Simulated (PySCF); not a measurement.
H2BCl2N, SMILES B(Cl)(N)Cl at its B3LYP/def2-SVP optimised geometry (Å):

```
6

B     -0.5200    -0.0002     0.0000
Cl    -1.4142    -1.5351     0.0001
Cl    -1.4134     1.5351     0.0000
N      0.8700    -0.0002     0.0000
H      1.4142     0.8543    -0.0001
H      1.4140    -0.8548    -0.0001
```

Calculation: B3LYP/def2-TZVP in PySCF.

Map of the HOMO amplitude (bohr^(-3/2)) on the plane z = 0.6 Å; orbital energy -8.31 eV, overall sign arbitrary:

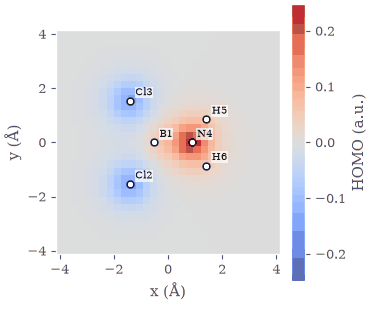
Figure: HOMO amplitude (bohr^(-3/2)) on the plane z = 0.6 Å.
